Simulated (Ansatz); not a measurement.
# Al3GaN4 (P-43m): what size, symmetry and threads cost in G0W0

How does the cost of G0W0 grow with the cell? The test case is Al3GaN4 (P-43m).

Calculated with Ansatz 0.2.0; G0W0 on PBEsol, plane waves, PAW.

**1. The structure**

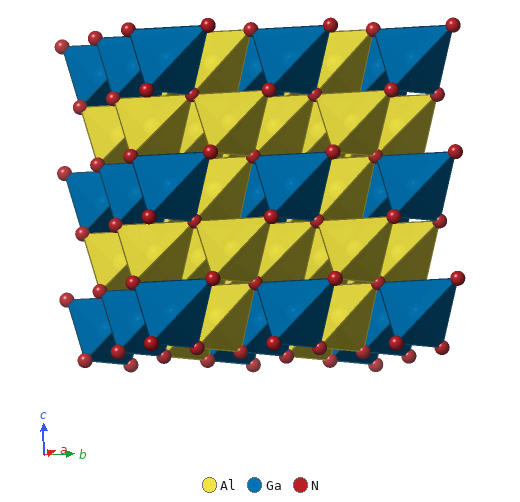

Start, viewed slightly off an axis; aluminium yellow, gallium blue, nitrogen red. 2×2×2 cells are drawn. Some periodic images of atoms are drawn too.

Coordinates:

```xyz
8
Lattice="4.4014 0.0000 0.0000 0.0000 4.4014 0.0000 0.0000 0.0000 4.4014" Properties=species:S:1:pos:R:3 pbc="T T T"
Al    2.2007    2.2007    0.0000
Al    2.2007    0.0000    2.2007
Al    0.0000    2.2007    2.2007
Ga    0.0000    0.0000    0.0000
N     3.2754    3.2754    1.1260
N     3.2754    1.1260    3.2754
N     1.1260    3.2754    3.2754
N     1.1260    1.1260    1.1260
```

The cell and positions are those that the Materials Project relaxed with its own functionals (PBE, PBE+U or r2SCAN), kept fixed. The default PAW set here is soft_2. Its files were made with PBE.

**2. 8 atoms (1×1×1 cells), 2×2×2 mesh**

Now the one-shot GW correction: screening in the RPA, then the self-energy of the levels asked for.

File input.yaml:

```yaml
crystal:
  lattice:
    - [4.40143853, 0.0, 0.0]
    - [0.0, 4.40143853, 0.0]
    - [0.0, 0.0, 4.40143853]
  atoms:
    - { symbol: Al, position: [0.5, 0.5, 0.0] }
    - { symbol: Al, position: [0.5, 0.0, 0.5] }
    - { symbol: Al, position: [0.0, 0.5, 0.5] }
    - { symbol: Ga, position: [0.0, 0.0, 0.0] }
    - { symbol: "N", position: [0.74416343, 0.74416343, 0.25583657] }
    - { symbol: "N", position: [0.74416343, 0.25583657, 0.74416343] }
    - { symbol: "N", position: [0.25583657, 0.74416343, 0.74416343] }
    - { symbol: "N", position: [0.25583657, 0.25583657, 0.25583657] }
kpoints:
  mp_grid: { grid: [2, 2, 2] }
hamiltonian:
  xc: pbesol
scf:
  occupations: { method: fixed }
gw:
  n_empty_bands: 89
  ecut_chi: 60.0
  qp_bands: [v1, c1]
  qp_kpoints: band_edges
  screening: { model: contour_deformation }
```

Run with:

```sh
$ ansatz run input.yaml --threads 16 --pin off --max-ram 36864MiB --backend cpu --events-out ev --progress --plain --runs-dir out
```

Numbers of over 12 decimals in the logs are rounded to 6 here.

Log:

```text
Engine: ansatz 0.2.0, aarch64-unknown-linux-gnu
Pseudopotentials: kind: paw
Pseudopotential: Al, paw, valence charge 3, recommended cutoff 420 eV (normal), Al.paw.azcp
Pseudopotential: Ga, paw, valence charge 13, recommended cutoff 420 eV (normal), Ga.paw.azcp
Pseudopotential: N, paw, valence charge 5, recommended cutoff 420 eV (normal), N.paw.azcp
Functional definition: PBEsol
  exchange = pbesol_x
  correlation = pbesol_c
Crystal: 8 atoms, lattice volume = 85.268 Å³
Basis set: ecut = 420 eV, 1743 PW (Γ)
Bands: 29, of which v1, the nominal top of the filled ones, is band 21 counted from 1 (20 counted from 0)
Symmetry: 24 space group operations
Space group: P-43m (ITA 215), of the structure as read, at distance tolerance 4.4e-5 Å
k-points: 4 of 8
Non-local potential: Al, projectors of the file, l = 0: 2, l = 1: 2, l = 2: 1
Non-local potential: Ga, projectors of the file, l = 0: 2, l = 1: 2, l = 2: 3, l = 3: 1
Non-local potential: N, projectors of the file, l = 0: 2, l = 1: 2, l = 2: 1
PAW form: soft (Blöchl's): semilocal exchange-correlation on the pseudo side does not see the compensation charge
PAW frozen core: Al, regenerated for the run's functional, and the local potential with it (the file was generated under x = pbe(κ = 0.804, μ = 0.219515), c = pbe(β = 0.066725))
PAW frozen core: Ga, regenerated for the run's functional, and the local potential with it (the file was generated under x = pbe(κ = 0.804, μ = 0.219515), c = pbe(β = 0.066725))
PAW frozen core: N, regenerated for the run's functional, and the local potential with it (the file was generated under x = pbe(κ = 0.804, μ = 0.219515), c = pbe(β = 0.066725))
PAW one-centre angular grid: Al, 110 points (default); XC on 64 Gauss nodes
PAW one-centre angular grid: Ga, 590 points (default); XC on 64 Gauss nodes
PAW one-centre angular grid: N, 110 points (default); XC on 64 Gauss nodes
Initial density: superposition of atomic densities (neutral atoms: chi_scale 0, normalization atom), corrected by the library's trained network
Initial wavefunctions: pseudopotential atomic-orbital guess
Functional: x = pbesol(κ = 0.804, μ = 0.123457), c = pbesol(β = 0.046)
SCF iter   1: F=—  HF=-6840.441238 eV  |F-HF|=—  |Δ(HF+E_count)|=         —  Δρ=8.98e-3  dr2=6.76e-2  ethr=1.77e-3  ⟨swp⟩=4.8  Hψ=459  notcnv=0  defer=20
preconditioner: auto → Resta (q_TF=auto, 2.425 Å⁻¹)  ε∞=4.1  [insulator: Δε(μ)=3.189 eV  Ē_g=14.762 eV  n_scr=18 (ndim 8)  ℏωp=26.1 eV  f_vac=0.000  ε∞_Penn≈4.1]
SCF iter   2: F=—  HF=-6840.421790 eV  |F-HF|=—  |Δ(HF+E_count)|=   1.94e-2  Δρ=1.36e-3  dr2=1.44e-3  ethr=1.61e-4  ⟨swp⟩=2.5  Hψ=220  notcnv=0  defer=20
SCF iter   3: F=—  HF=-6840.421584 eV  |F-HF|=—  |Δ(HF+E_count)|=   2.06e-4  Δρ=6.55e-4  dr2=3.00e-4  ethr=3.42e-6  ⟨swp⟩=2.0  Hψ=128  notcnv=0  defer=20
SCF iter   4: F=—  HF=-6840.421554 eV  |F-HF|=—  |Δ(HF+E_count)|=   2.99e-5  Δρ=8.35e-5  dr2=5.38e-6  ethr=7.14e-7  ⟨swp⟩=2.5  Hψ=172  notcnv=0  defer=15
SCF iter   5: F=—  HF=-6840.421556 eV  |F-HF|=—  |Δ(HF+E_count)|=   2.37e-6  Δρ=6.31e-5  dr2=1.93e-6  ethr=1.28e-8  ⟨swp⟩=2.0  Hψ=184  notcnv=0  defer=15
SCF iter   6: F=-6840.421554 eV  HF=-6840.421554 eV  |F-HF|=3.28e-9  |Δ(HF+E_count)|=   1.63e-6  Δρ=7.79e-6  dr2=2.80e-8  ethr=2.38e-10  ⟨swp⟩=9.5  Hψ=566  notcnv=0
SCF 1 converged in 6 iterations: F = -6840.421554 eV  dr2 = 2.80e-8
[...]
NSCF: frozen V_eff on 4 k-points
G₀W₀ screening: q 1/4
[... further progress lines ...]
SCF converged after 6 iterations
Free energy (F): -6840.421554 eV
Harris-Foulkes:  -6840.421554 eV  (|F-HF|=3.28e-9)
Internal energy: -6840.421554 eV  (E = F + TS)
E sigma→0 (E₀):  -6840.421554 eV
Fermi energy:    7.574645 eV
--- Per-component energies (eV) ---
  E_band       = 23.582779
  E_kinetic    = 723.737902
  E_local      = -3061.593491  (includes V_loc(G=0)·N_el)
  E_nonlocal   = 642.487453
  E_hartree    = 1341.244831
  E_xc         = -429.667005
  E_vxc        = -456.141074  (∫ρ·V_xc dr)
  E_paw        = -3809.507816  (= ΣΔE_a)
  E_vpaw       = -507.395613  (= ΣTr[D̂ρ^β])
  E_aug_tail   = 0.000324  (compensation charges beyond the density's cutoff)
  E_ewald      = -2248.156541
  E_core_change = 1.032790  (= ΣΔE_core)
  E_smearing   = -0.000000  (= −TS)
  E_closure    = -0.000000  (closes the sum)
  Σ components = -6840.421554   (vs F -6840.421554, Δ=0.00e0)
--- Band table (eV) ---
  k-point 0: bands = [... 17 lower, 5.5883, 7.5746, 7.5746, 7.5746, 10.8819, 10.8819, 10.8819, 11.0072, ... 4 higher]
  k-point 1: bands = [... 17 lower, 6.3598, 6.3598, 6.6326, 6.6326, 13.0969, 13.1598, 13.6210, 13.6210, ... 4 higher]
  k-point 2: bands = [... 17 lower, 6.7337, 7.0284, 7.0447, 7.0447, 14.8283, 15.0383, 15.0383, 15.2782, ... 4 higher]
  k-point 3: bands = [... 17 lower, 6.9744, 7.2035, 7.2035, 7.2035, 13.0198, 14.4950, 14.4950, 14.4950, ... 4 higher]
--- G₀W₀: contour deformation, 5 samples at zero and on the imaginary axis and 1 off it, 8 q-points, 89 empty bands' worth ---
  eigenvalues of the whole cell's RPA ε∞ on this k-mesh (on a slab, of 1 + 4πα/V) = 6.1222, 6.1222, 6.1222; static W/v taken at q = 0 is 0.163341
  bands read: the sum over 110 bands ends inside a degenerate multiplet in 4 slots, whose members it reads at an even weight; the widest, k=3: bands 110 to 112 (counted from 1) at 1/3 each
  gw.qp_kpoints: band_edges: 4 of 4 stored k-points solved, in 1 pass; an edge of the gap read off the rows below is read off those points alone
    ik  band        ε_KS         Σx   Σc(E_QP)       V_xc       Z   E_QP_lin       E_QP  E_QP is
     0    21      7.5746   -22.0906     3.8712   -17.9820  0.7715     7.3365     7.3372  root
     0    22     10.8819    -6.8584    -3.9593   -11.4505  0.8110    11.5196    11.5148  root
     1    21      6.6326   -21.9283     3.9868   -17.5505  0.7673     6.2393     6.2415  root
     1    22     13.0969    -8.4881    -4.2053   -13.6397  0.7955    14.0566    14.0432  root
     2    21      7.0447   -22.0086     3.8545   -17.8619  0.7693     6.7513     6.7525  root
     2    22     14.8283   -10.6048    -4.7057   -16.8451  0.7765    16.4084    16.3628  root
     3    21      7.2035   -22.2908     3.8183   -18.1921  0.7704     6.9221     6.9231  root
     3    22     13.0198    -9.7110    -4.3865   -15.3945  0.8041    14.3412    14.3169  root
```

It took 1 s on 16 threads of Arm Neoverse V2, shared host; peak memory 0.41 GiB.

This step gave:

```yaml
bands_summed: 110
rpa_eps_infinity_on_this_mesh_eigenvalues: 6.122, 6.122, 6.122
plane_waves_in_the_screening_matrix: 81
q_points_in_the_mesh: 8
g0w0_gap_on_the_mesh: 4.178 eV
k_of_the_valence_top: 0, 0, 0
k_of_the_conduction_bottom: 0, 0, 0
starting_gap_on_the_mesh: 3.307 eV
z_at_the_valence_top: 0.7715
z_at_the_conduction_bottom: 0.8110
least_direct_g0w0_gap_on_the_computed_points: 4.178 eV
```

The gap on the mesh goes from 3.31 eV to 4.18 eV, a correction of +0.87 eV. Between the two edge states, bare exchange in place of the xc potential would open the gap by 8.70 eV, and correlation takes back 7.83 eV.

**3. No symmetry, 2×2×2 mesh**

Edit input.yaml of step 2 so:

```diff
@@ -14,2 +14,3 @@
     - { symbol: "N", position: [0.25583657, 0.25583657, 0.25583657] }
+  symmetry: { detect: false }
 kpoints:
```

Log:

```text
[...]
Crystal: 8 atoms, lattice volume = 85.268 Å³
Basis set: ecut = 420 eV, 1743 PW (Γ)
Bands: 29, of which v1, the nominal top of the filled ones, is band 21 counted from 1 (20 counted from 0)
Symmetry: 1 space group operations
k-points: 8
[...]
SCF iter   1: F=—  HF=-6840.441248 eV  |F-HF|=—  |Δ(HF+E_count)|=         —  Δρ=8.98e-3  dr2=6.75e-2  ethr=1.77e-3  ⟨swp⟩=4.9  Hψ=923  notcnv=0  defer=42
[...]
3    22     14.8283   -10.6048    -4.7057   -16.8451  0.7765    16.4084    16.3628  root
[...]
6    21      7.0447   -22.0087     3.8545   -17.8619  0.7693     6.7513     6.7524  root
     6    22     14.8283   -10.6048    -4.7057   -16.8451  0.7765    16.4084    16.3628  root
     7    21      7.2035   -22.2908     3.8183   -18.1921  0.7704     6.9220     6.9231  root
     7    22     13.0198    -9.7110    -4.3865   -15.3945  0.8041    14.3412    14.3169  root
[key lines of the parts left out:]
SCF converged after 6 iterations
Free energy (F): -6840.421554 eV
Fermi energy:    7.574628 eV
```

Run time: 1.7 s. Hardware: 16 threads; peak memory 0.56 GiB; 16 s of CPU time.

Numbers from this step:

- bands summed: 110
- RPA ε∞ on this mesh (eigenvalues): 6.122, 6.122, 6.122
- plane waves in the screening matrix: 81
- G0W0 gap on the mesh: 4.178 eV
- k of the valence top: 0, 0, 0
- k of the conduction bottom: 0, 0, 0
- starting gap on the mesh: 3.307 eV
- least direct G0W0 gap on the computed points: 4.178 eV

Against the run with 2×2×2 mesh, 89 empty bands, screening to 60 eV, the gap moves by +0.000 eV.

**4. 1 thread, 2×2×2 mesh**

Edit input.yaml of step 3 so:

```diff
@@ -14,3 +14,2 @@
     - { symbol: "N", position: [0.25583657, 0.25583657, 0.25583657] }
-  symmetry: { detect: false }
 kpoints:
```

Run with:

```sh
$ ansatz run input.yaml --threads 1 --pin off --max-ram 36864MiB --backend cpu --events-out ev --progress --plain --runs-dir out
```

Log:

```text
[...]
Crystal: 8 atoms, lattice volume = 85.268 Å³
Basis set: ecut = 420 eV, 1743 PW (Γ)
Bands: 29, of which v1, the nominal top of the filled ones, is band 21 counted from 1 (20 counted from 0)
Symmetry: 24 space group operations
[...]
k-points: 4 of 8
[...]
1    21      6.6326   -21.9283     3.9868   -17.5505  0.7673     6.2393     6.2415  root
     1    22     13.0969    -8.4881    -4.2053   -13.6397  0.7955    14.0566    14.0432  root
     2    21      7.0447   -22.0086     3.8545   -17.8619  0.7693     6.7513     6.7525  root
     2    22     14.8283   -10.6048    -4.7057   -16.8451  0.7765    16.4084    16.3628  root
     3    21      7.2035   -22.2908     3.8183   -18.1921  0.7704     6.9221     6.9231  root
     3    22     13.0198    -9.7110    -4.3865   -15.3945  0.8041    14.3412    14.3169  root
[key lines of the parts left out:]
SCF converged after 6 iterations
Free energy (F): -6840.421554 eV
Fermi energy:    7.574645 eV
```

Run time: 5.1 s. Hardware: 1 thread; peak memory 0.29 GiB.

This step gave:

| Item | Value |
| --- | --- |
| bands summed | 110 |
| RPA ε∞ on this mesh (eigenvalues) | 6.122, 6.122, 6.122 |
| plane waves in the screening matrix | 81 |
| G0W0 gap on the mesh | 4.178 eV |
| k of the valence top | 0, 0, 0 |
| k of the conduction bottom | 0, 0, 0 |
| starting gap on the mesh | 3.307 eV |
| least direct G0W0 gap on the computed points | 4.178 eV |

Against the run with 2×2×2 mesh, 89 empty bands, screening to 60 eV, the gap moves by +0.000 eV.

**5. 2 threads, 2×2×2 mesh**

input.yaml is that of step 4.

Run with:

```sh
$ ansatz run input.yaml --threads 2 --pin off --max-ram 36864MiB --backend cpu --events-out ev --progress --plain --runs-dir out
```

Log:

```text
[...]
Crystal: 8 atoms, lattice volume = 85.268 Å³
Basis set: ecut = 420 eV, 1743 PW (Γ)
Bands: 29, of which v1, the nominal top of the filled ones, is band 21 counted from 1 (20 counted from 0)
Symmetry: 24 space group operations
[...]
k-points: 4 of 8
[...]
1    21      6.6326   -21.9283     3.9868   -17.5505  0.7673     6.2393     6.2415  root
     1    22     13.0969    -8.4881    -4.2053   -13.6397  0.7955    14.0566    14.0432  root
     2    21      7.0447   -22.0086     3.8545   -17.8619  0.7693     6.7513     6.7525  root
     2    22     14.8283   -10.6048    -4.7057   -16.8451  0.7765    16.4084    16.3628  root
     3    21      7.2035   -22.2908     3.8183   -18.1921  0.7704     6.9221     6.9231  root
     3    22     13.0198    -9.7110    -4.3865   -15.3945  0.8041    14.3412    14.3169  root
[key lines of the parts left out:]
SCF converged after 6 iterations
Free energy (F): -6840.421554 eV
Fermi energy:    7.574645 eV
```

Elapsed: 2.8 s, on 2 threads; peak memory 0.33 GiB; 5.2 s of CPU time.

(Unchanged from step 4.)

Against the run with 2×2×2 mesh, 89 empty bands, screening to 60 eV, the gap moves by +0.000 eV.

**6. 4 threads, 2×2×2 mesh**

input.yaml is that of step 5.

Run with:

```sh
$ ansatz run input.yaml --threads 4 --pin off --max-ram 36864MiB --backend cpu --events-out ev --progress --plain --runs-dir out
```

Log:

```text
[...]
Crystal: 8 atoms, lattice volume = 85.268 Å³
Basis set: ecut = 420 eV, 1743 PW (Γ)
Bands: 29, of which v1, the nominal top of the filled ones, is band 21 counted from 1 (20 counted from 0)
Symmetry: 24 space group operations
[...]
k-points: 4 of 8
[...]
1    21      6.6326   -21.9283     3.9868   -17.5505  0.7673     6.2393     6.2415  root
     1    22     13.0969    -8.4881    -4.2053   -13.6397  0.7955    14.0566    14.0432  root
     2    21      7.0447   -22.0086     3.8545   -17.8619  0.7693     6.7513     6.7525  root
     2    22     14.8283   -10.6048    -4.7057   -16.8451  0.7765    16.4084    16.3628  root
     3    21      7.2035   -22.2908     3.8183   -18.1921  0.7704     6.9221     6.9231  root
     3    22     13.0198    -9.7110    -4.3865   -15.3945  0.8041    14.3412    14.3169  root
[key lines of the parts left out:]
SCF converged after 6 iterations
Free energy (F): -6840.421554 eV
Fermi energy:    7.574645 eV
```

Wall time 1.7 s (4 threads); peak memory 0.4 GiB; 5.4 s of CPU time.

(Unchanged from step 4.)

Against the run with 2×2×2 mesh, 89 empty bands, screening to 60 eV, the gap moves by +0.000 eV.

**7. 8 threads, 2×2×2 mesh**

input.yaml is that of step 6.

Run with:

```sh
$ ansatz run input.yaml --threads 8 --pin off --max-ram 36864MiB --backend cpu --events-out ev --progress --plain --runs-dir out
```

Log:

```text
[...]
Crystal: 8 atoms, lattice volume = 85.268 Å³
Basis set: ecut = 420 eV, 1743 PW (Γ)
Bands: 29, of which v1, the nominal top of the filled ones, is band 21 counted from 1 (20 counted from 0)
Symmetry: 24 space group operations
[...]
k-points: 4 of 8
[...]
1    21      6.6326   -21.9283     3.9868   -17.5505  0.7673     6.2393     6.2415  root
     1    22     13.0969    -8.4881    -4.2053   -13.6397  0.7955    14.0566    14.0432  root
     2    21      7.0447   -22.0086     3.8545   -17.8619  0.7693     6.7513     6.7525  root
     2    22     14.8283   -10.6048    -4.7057   -16.8451  0.7765    16.4084    16.3628  root
     3    21      7.2035   -22.2908     3.8183   -18.1921  0.7704     6.9221     6.9231  root
     3    22     13.0198    -9.7110    -4.3865   -15.3945  0.8041    14.3412    14.3169  root
[key lines of the parts left out:]
SCF converged after 6 iterations
Free energy (F): -6840.421554 eV
Fermi energy:    7.574645 eV
```

It took 1.2 s on 8 threads; peak memory 0.41 GiB.

(Unchanged from step 4.)

Against the run with 2×2×2 mesh, 89 empty bands, screening to 60 eV, the gap moves by +0.000 eV.

**8. 16 atoms (2×1×1 cells), 1×2×2 mesh**

File input.yaml:

```yaml
crystal:
  lattice:
    - [8.80287706, 0.0, 0.0]
    - [0.0, 4.40143853, 0.0]
    - [0.0, 0.0, 4.40143853]
  atoms:
    - { symbol: Al, position: [0.25, 0.5, 0.0] }
    - { symbol: Al, position: [0.25, 0.0, 0.5] }
    - { symbol: Al, position: [0.0, 0.5, 0.5] }
    - { symbol: Ga, position: [0.0, 0.0, 0.0] }
    - { symbol: "N", position: [0.372081715, 0.74416343, 0.25583657] }
    - { symbol: "N", position: [0.372081715, 0.25583657, 0.74416343] }
    - { symbol: "N", position: [0.127918285, 0.74416343, 0.74416343] }
    - { symbol: "N", position: [0.127918285, 0.25583657, 0.25583657] }
    - { symbol: Al, position: [0.75, 0.5, 0.0] }
    - { symbol: Al, position: [0.75, 0.0, 0.5] }
    - { symbol: Al, position: [0.5, 0.5, 0.5] }
    - { symbol: Ga, position: [0.5, 0.0, 0.0] }
    - { symbol: "N", position: [0.872081715, 0.74416343, 0.25583657] }
    - { symbol: "N", position: [0.872081715, 0.25583657, 0.74416343] }
    - { symbol: "N", position: [0.627918285, 0.74416343, 0.74416343] }
    - { symbol: "N", position: [0.627918285, 0.25583657, 0.25583657] }
kpoints:
  mp_grid: { grid: [1, 2, 2] }
hamiltonian:
  xc: pbesol
scf:
  occupations: { method: fixed }
gw:
  n_empty_bands: 178
  ecut_chi: 60.0
  qp_bands: [v1, c1]
  qp_kpoints: band_edges
  screening: { model: contour_deformation }
```

Run with:

```sh
$ ansatz run input.yaml --threads 16 --pin off --max-ram 36864MiB --backend cpu --events-out ev --progress --plain --runs-dir out
```

Log:

```text
[...]
Crystal: 16 atoms, lattice volume = 170.535 Å³
Basis set: ecut = 420 eV, 3397 PW (Γ)
Bands: 58, of which v1, the nominal top of the filled ones, is band 42 counted from 1 (41 counted from 0)
Symmetry: 16 space group operations
[...]
k-points: 3 of 4
[...]
0    42      7.5747   -22.0906     3.8709   -17.9820  0.7715     7.3363     7.3370  root
     0    43     10.8819    -6.8583    -3.9593   -11.4504  0.8110    11.5195    11.5147  root
     1    42      7.0447   -22.0086     3.8542   -17.8619  0.7693     6.7510     6.7522  root
     1    43     13.0969    -8.4881    -4.2054   -13.6397  0.7955    14.0566    14.0431  root
     2    42      7.2036   -22.2908     3.8178   -18.1921  0.7703     6.9216     6.9227  root
     2    43     13.0198    -9.7110    -4.3864   -15.3946  0.8041    14.3413    14.3170  root
[key lines of the parts left out:]
SCF converged after 6 iterations
Free energy (F): -13680.843109 eV
Fermi energy:    7.574665 eV
```

The job ended after 3.4 s (16 threads; peak memory 0.78 GiB).

This step gave:

```
bands summed                                 : 220
RPA ε∞ on this mesh (eigenvalues)            : 6.122, 6.122, 6.122
plane waves in the screening matrix          : 175
G0W0 gap on the mesh                         : 4.178 eV
k of the valence top                         : 0, 0, 0
k of the conduction bottom                   : 0, 0, 0
starting gap on the mesh                     : 3.307 eV
least direct G0W0 gap on the computed points : 4.178 eV
```

The gap on the mesh goes from 3.31 eV to 4.18 eV, a correction of +0.87 eV. Between the two edge states, bare exchange in place of the xc potential would open the gap by 8.70 eV, and correlation takes back 7.83 eV.

(Continued in part 2 of 2.)

[Paths, hosts, dates, memory and timing lines, banners, echoed tables and standing remarks are left out of the program output.]

[Logs are printed without paths, hosts, clocks, repeated set-up lines and the standing remarks that a program may print on its own settings, such as how far it seeks lower states.]

[Runs of the session that timed out or met a known fault of the program may be left out.]

[Cells called generated may have been cut or substituted from an entry of the Crystallography Open Database or the Materials Project.]

[Hosts, paths, dates, database ids (printed as entryN), source tags and the programs' standing remarks are cut or masked in the printed files.]
